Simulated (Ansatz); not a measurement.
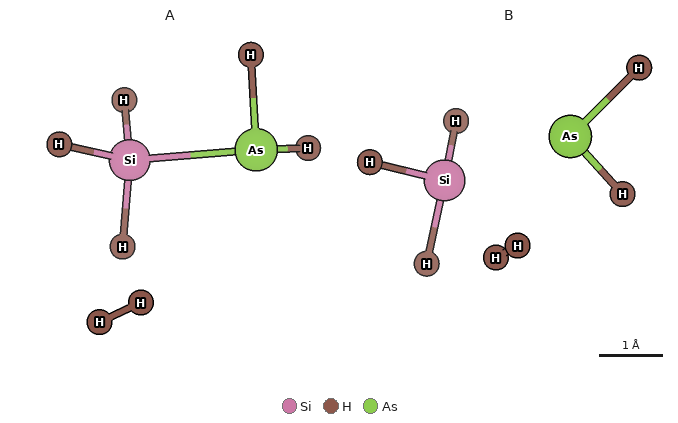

Two geometries of SiAsH7 (started from a transition state, displaced along its imaginary mode), drawn at one scale. One is the start of a relaxation, the other its converged end. A ball-and-stick model, seen at a tilt.

Method: RKS PBE0-D4/def2-TZVP in Ansatz. (force threshold 0.005 eV/Å; at most 200 steps)

Q: Which of the two is the end point?

A: Structure A is the relaxed one. An H atom moves most after the best rigid fit: 1.71 Å. By element the largest moves are H 1.71 Å, As 0.63 Å, Si 0.51 Å. Among the contacts that change: As–H 2.277 → 3.951 Å, H–Si 2.082 → 3.651 Å, As–H 1.969 → 3.390 Å, As–Si 2.662 → 2.366 Å. Among the angles between lasting bonds that change: H–Si–H 113.4° → 109.1°, H–Si–H 104.9° → 109.1°, H–Si–H 106.0° → 108.9°. Over 49 accepted moves (58 points after the start) the energy falls by 61.9 kcal/mol. The largest force component goes from 6.2 to 0.0047 eV/Å. The line search rejected the trial steps at points 10, 13, 14, 22, 24, 32, 34, 40 and more of the run. The forces were under the threshold at step 20, but the run went on from there. The run took about 4 core-minutes on a shared host.
